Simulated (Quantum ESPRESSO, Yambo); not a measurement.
# A GW chain in Yambo: BiOBr (P4/nmm), part 3 of 3

Aim: the G0W0 gap of BiOBr (P4/nmm) on PBEsol, step by step.

Quantum ESPRESSO 7.5 and Yambo 5.3.0; PBEsol and many-body steps on it, plane waves. Known limits of the many-body steps: not at the basis limit; no spin-orbit coupling; coarse k mesh.

So far. Step 3 (Bands along the symmetry lines): The gap is 2.098 eV, −0.054 eV from the run before at this level. Step 4 (Empty states on the mesh, 4×4×2 mesh, 143 bands): On this mesh the gap is 2.213 eV. The earlier step found 2.152 eV, so this mesh misses an edge.

The database entry behind the starting cell differs from later determinations by our own check (0.1 to 0.3 % short, probably kX units), so it need not match the best structure at ambient conditions.

## Step 6: Screening and self-energy, 4×4×2 mesh, 143 bands, screening to 95.2 eV

Now the one-shot GW correction: screening in the RPA, then the self-energy of the levels asked for.

This step: G0W0 on PBEsol, plane waves, norm-conserving pseudopotentials.

gw1.in

```
HF_and_locXC
gw0
dyson
ppa
em1d
rim_cut
RandQpts= 1000000
RandGvec= 1 RL
EXXRLvcs= 76 Ry
VXCRLvcs= 304 Ry
Chimod= "HARTREE"
% BndsRnXp
 1 | 143 |
%
NGsBlkXp= 7 Ry
% LongDrXp
 1 | 1 | 1 |
%
% GbndRnge
 1 | 143 |
%
DysSolver= "n"
ExtendOut
PPAPntXp= 27.21138 eV
% QPkrange
 6 | 6 | 45 | 48 |
 2 | 2 | 45 | 48 |
 1 | 1 | 45 | 48 |
%
```

The run is started by

```console
$ OMP_NUM_THREADS=2 mpirun -n 4 yambo -F gw1.in -J gw1 -C gw1 > gw1.log
```

Output:

```text
 Yambo, version 5.3.0

 [02] CORE Variables Setup
 =========================

  [... cell, symmetries and grids as in the set-up ...]

  [02.05] Energies & Occupations
  ==============================

  [X] === General ===
  [X] Electronic Temperature                        :  0.000000  0.000000 [eV K]
  [X] Bosonic    Temperature                        :  0.000000  0.000000 [eV K]
  [X] Finite Temperature mode                       : no
  [X] El. density                                   :  0.74277E+24 [cm-3]
  [X] Fermi Level                                   :  9.548669 [eV]

  [X] === Gaps and Widths ===
  [X] Conduction Band Min                           :  2.213286 [eV]
  [X] Valence Band Max                              :  0.000000 [eV]
  [X] Filled Bands                                  :   46
  [X] Empty Bands                                   :   47  143
  [X] Direct Gap                                    :  2.277539 [eV]
  [X] Direct Gap localized at k                     :  2
  [X] Indirect Gap                                  :  2.213286 [eV]
  [X] Indirect Gap between kpts                     :   6   2
  [X] Last valence band width                       :  0.931970 [eV]
  [X] 1st conduction band width                     :  2.180031 [eV]

 [03] Transferred momenta grid and indexing
 ==========================================

 IBZ Q-points                                      :  12
 BZ  Q-points                                      :   32

 K/Q-points units:
 rlu = crystal or reduced units; cc = cartesian coordinates; iku = interal k-units

 Q [ 1]         [rlu]:  0.000000  0.000000  0.000000
 Q [ 2]         [rlu]:  0.000000  0.000000 -0.500000
 Q [ 3]         [rlu]:  0.000000  0.250000  0.000000
 Q [ 4]         [rlu]:  0.000000  0.250000 -0.500000
 Q [ 5]         [rlu]:  0.000000 -0.500000  0.000000
 Q [ 6]         [rlu]:  0.000000 -0.500000 -0.500000
 Q [ 7]         [rlu]:  0.250000  0.250000  0.000000
 Q [ 8]         [rlu]:  0.250000  0.250000 -0.500000
 Q [ 9]         [rlu]:  0.250000 -0.500000  0.000000
 Q [10]         [rlu]:  0.250000 -0.500000 -0.500000
 Q [11]         [rlu]: -0.500000 -0.500000  0.000000
 Q [12]         [rlu]: -0.500000 -0.500000 -0.500000

 [04] Coloumb potential Random Integration (RIM)
 ===============================================

  [04.01] RIM initialization
  ==========================

  * Diagonal components only detected *

  8 x (sBL volume)        :  0.074190 [a.u.]
  sBZ random points       :  1000000
  Points outside the sBZ  :   7992674
  RL volume               :  0.296761 [a.u.]
  Integrated volume       :  0.297034 [a.u.]

  [04.02] RIM integrals
  =====================

  Gamma point sphere radius             :  0.076220 [a.u.]
  Points outside the sphere             :   799854
  [Int_sBZ(q=0) 1/q^2]*(Vol_sBZ)^(-1/3) =:  7.677820
                                 should be <:  7.795600

  Summary of Coulomb integrals for non-metallic bands |Q|[au] RIM/Bare

  Q [1] 0.100000E-4 0.984892 * Q [2] 0.205826 1.039738
  Q [3] 0.212265 1.055944 * Q [4] 0.295670 1.048372
  Q [7] 0.300188 1.052397 * Q [8] 0.363974 1.035934
  Q [5] 0.424530 1.021008 * Q [6] 0.471795 1.018539
  Q [9] 0.474639 1.018885 * Q [10] 0.517346 1.016385
  Q [11] 0.600376 1.012713 * Q [12] 0.634678 1.011433

 [05] Dipoles
 ============

  [05.01] Setup: observables and procedures
  =========================================

  [WARNING] [x,Vnl] slows the Dipoles computation. To neglect it rename the ns.kb_pp file

 [06] Dynamic Dielectric Matrix (PPA)
 ====================================

 [WR./gw1//ndb.pp]---------------------------------------------------------------
  Brillouin Zone Q/K grids (IBZ/BZ)                :   12   32   12   32
  RL vectors                                       :  11473 [WF]
  Coulomb cutoff potential                         : none
  Electronic Temperature                           :  0.000000 [K]
  Bosonic    Temperature                           :  0.000000 [K]
  PPA    diel. fun.  energies                      : Perdew, Burke & Ernzerhof SOL(X)+Perdew, Burke & Ernzerhof SOL(C)
  wavefunctions                                    : Perdew, Burke & Ernzerhof SOL(X)+Perdew, Burke & Ernzerhof SOL(C)
  Global Gauge                                     : length
  X matrix size                                    :  257
  X band range                                     :    1  143
  X e/h energy range                               : -1.000000 -1.000000 [eV]
  X Time ordering                                  : R
  X Hxc Kernel                                     : HARTREE
  X Drude frequency                                :  0.000000  0.000000
  X poles                                          :  100.0000 [o/o]
  RL vectors in the sum                            :  11473
  [r,Vnl] included                                 : yes
  Field direction                                  :  0.577350E-5  0.577350E-5  0.577350E-5
  BZ energy Double Grid                            : no
  BZ energy DbGd points                            : 0
  BZ Q point size factor                           : -1.000000
  X Optical Averaged directions                    : none

 [07] Local Exchange-Correlation + Non-Local Fock
 ================================================

 [VXC] Plane waves :   74789
 [EXS] Plane waves :   9415

 QP @ state[ 1 ] K range:  1  2
 QP @ state[ 1 ] b range:   45   48
 QP @ state[ 2 ] K range:   6   6
 QP @ state[ 2 ] b range:   45   48

 [xc] Functional : Perdew, Burke & Ernzerhof SOL(X)+Perdew, Burke & Ernzerhof SOL(C)
 [xc] LIBXC used to calculate xc functional
  PP Number of Atomic Species                      :  3
  NLCC RL compoments                               :   74789
  PP Number of Atomic Species                      :  3
  NLCC RL compoments                               :   74789

 [xc] E_xc :  -65.23783 [Ha]
      E_xc :  -130.4757 [Ry]

  Local XC kind (lXC) : Perdew, Burke & Ernzerhof SOL(X)+Perdew, Burke & Ernzerhof SOL(C)
  Non-Local XC kind (nlXC) : Hartree-Fock

  Corrections @ K [1] :  [eV]
 <45|nlXC|45> = -19.41838  0.13278E-17 <45|lXC|45> = -14.96042  0.000000
 <46|nlXC|46> = -18.25966 -0.50914E-17 <46|lXC|46> = -14.40967 -0.18882E-15
 <47|nlXC|47> = -9.089808 -0.39673E-19 <47|lXC|47> = -12.99827  0.18882E-15
 <48|nlXC|48> = -9.764915  0.26148E-17 <48|lXC|48> = -13.30748  0.000000

  Corrections @ K [2] :  [eV]
 <45|nlXC|45> = -19.83785 -0.18040E-18 <45|lXC|45> = -15.22928  0.14161E-15
 <46|nlXC|46> = -19.49326  0.73692E-17 <46|lXC|46> = -15.25316  0.000000
 <47|nlXC|47> = -8.527332 -0.19364E-17 <47|lXC|47> = -12.24911 -0.94408E-16
 <48|nlXC|48> = -8.273639 -0.36280E-19 <48|lXC|48> = -12.29146  0.000000

  Corrections @ K [6] :  [eV]
 <45|nlXC|45> = -20.42301 -0.58606E-17 <45|lXC|45> = -16.53727 -0.47204E-16
 <46|nlXC|46> = -20.42300  0.15974E-16 <46|lXC|46> = -16.53727  0.23602E-16
 <47|nlXC|47> = -9.823624  0.31918E-17 <47|lXC|47> = -13.74168 -0.94408E-16
 <48|nlXC|48> = -9.823629 -0.79800E-18 <48|lXC|48> = -13.74168 -0.47204E-16

 [08] Dyson equation: Newton solver
 ==================================

  [08.01] G0W0 (W PPA)
  ====================

  [  GW  ] Bands range     :    1  143
  [GW/PPA] G damping       :  0.100000 [eV]

  QP @ state[ 1 ] K range:  1  2
  QP @ state[ 1 ] b range:   45   48
  QP @ state[ 2 ] K range:   6   6
  QP @ state[ 2 ] b range:   45   48

   Sc/G bands                                       :    1  143
   Sc/G damping                                     :  0.100000 ev
   Sc bands terminator                              : no
   Sx RL components                                 :   9415

   QP @ state[ 1 ] K range                          :  1  2
   QP @ state[ 1 ] b range                          :   45   48
   QP @ state[ 2 ] K range                          :   6   6
   QP @ state[ 2 ] b range                          :   45   48
   GF energies kind                                 : Perdew, Burke & Ernzerhof SOL(X)+Perdew, Burke & Ernzerhof SOL(C)
   GF WF`s kind                                     : Perdew, Burke & Ernzerhof SOL(X)+Perdew, Burke & Ernzerhof SOL(C)
   Xs energies kind                                 : Perdew, Burke & Ernzerhof SOL(X)+Perdew, Burke & Ernzerhof SOL(C)
   Xs WF`s kind                                     : Perdew, Burke & Ernzerhof SOL(X)+Perdew, Burke & Ernzerhof SOL(C)

 [11] Game Over & Game summary
```

Elapsed: 3.1 min, on 4 MPI ranks of Arm Neoverse V1, shared host; peak memory 4.3 GiB; 21 min of CPU time.

Numbers from this step:

| Property | Result |
| --- | --- |
| G0W0 gap on the points computed | 3.619 eV |
| starting gap on the mesh | 2.213 eV |
| k of the valence top | 0, -0.5, -0.5 |
| k of the conduction bottom | 0, 0, -0.5 |
| least direct G0W0 gap on the computed points | 4.180 eV |
| Z at the valence top | 0.8002 |
| Z at the conduction bottom | 0.8316 |

The gap on the mesh goes from 2.21 eV to 3.62 eV, a correction of +1.41 eV. The start differs from the 2.15 eV found before because the two sample other k points.

Limits: finite bands, cutoff and mesh; no spin-orbit coupling; coarse k mesh. v1 is the top filled band, c1 the lowest empty one. Levels before and after the correction, in eV, zero at the valence-band top of each column:

```csv
,conduction bottom,valence top
Kohn-Sham,2.21,0.00
G0W0,3.62,0.00
```

```
                         level  energy (eV)
Kohn-Sham        (0 0 -0.5) v2       -0.379
Kohn-Sham        (0 0 -0.5) v1       -0.064
Kohn-Sham        (0 0 -0.5) c1        2.213
Kohn-Sham        (0 0 -0.5) c2        2.546
Kohn-Sham  (0 -0.5 -0.5) v2-v1        0.000
Kohn-Sham  (0 -0.5 -0.5) c1-c2        4.214
     G0W0        (0 0 -0.5) v2       -0.900
     G0W0        (0 0 -0.5) v1       -0.561
     G0W0        (0 0 -0.5) c1        3.619
     G0W0        (0 0 -0.5) c2        4.066
     G0W0  (0 -0.5 -0.5) v2-v1        0.000
     G0W0  (0 -0.5 -0.5) c1-c2        5.758
```

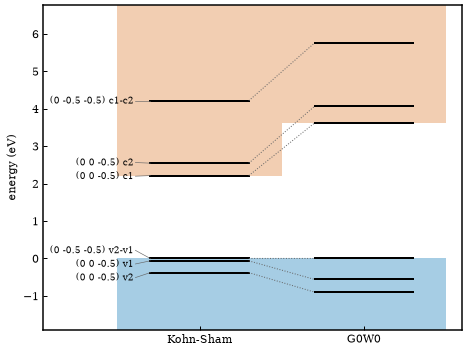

Levels before and after the correction. Shaded: valence and conduction bands.

## Step 7: Where the time went

Times are wall times on the hardware named with each run, good to a factor of about two.

| step | time | share | memory (GiB) |
| --- | --- | --- | --- |
| ground state | 48 s | 17 % | 1.2 |
| bands along the symmetry lines | 25 s | 8 % | 0.91 |
| empty states on the mesh | 28 s | 9 % | 0.9 |
| conversion and set-up | 3.5 s | 1 % | 0.25 |
| screening and self-energy | 3.1 min | 64 % | 4.3 |

## Step 8: Outcome

* PBEsol gap: 2.10 eV, indirect
* G0W0 gap on the mesh: 3.62 eV
* G0W0 gap over the zone (rigid shift): 3.50 eV
* GW settings: 4×4×2 mesh, 143 bands, screening to 95.2 eV, Godby-Needs plasmon pole
* known limits: not at the basis limit; no spin-orbit coupling; coarse k mesh

**Reading.** G0W0 moves the gap on the mesh from 2.21 eV to 3.62 eV (+1.41 eV), with Z of 0.80 and 0.83 at the edges. The mesh misses the band edges by 0.12 eV in all; a rigid shift gives 3.50 eV for the zone. Only 3 of the mesh's irreducible points were corrected, so a valley elsewhere could overtake. The dearest step here is «screening and self-energy». Bands and cutoff are finite, so the gap is not at the basis limit. The miss can reach some tenths of an eV and take either sign; the mesh is an error of its own. In the G0W0 run levels were corrected at 3 k points alone, so a gap called «on the mesh» is the least over those, and an edge elsewhere would be missed. A denser mesh or path gives a starting gap of 2.10 eV: the GW mesh misses a band edge, so its gaps are not the fundamental one. The 4×4×2 mesh is coarse for this cell, which bears on the long-range parts of exchange and screening. Where an edge is built on 6p states of lead, bismuth or thallium, scalar-relativistic gaps usually stand too wide, by a few tenths to over one eV. The many-body steps are scalar-relativistic: spin-orbit coupling is not in them.

[Paths, hosts, dates, memory and timing lines, banners, echoed tables and standing remarks are left out of the program output.]

[Logs are printed without paths, hosts, clocks, repeated set-up lines and the standing remarks that a program may print on its own settings, such as how far it seeks lower states.]

[Runs of the session that timed out or met a known fault of the program may be left out.]

[Hosts, paths, dates, database ids (printed as entryN), source tags and the programs' standing remarks are cut or masked in the printed files.]
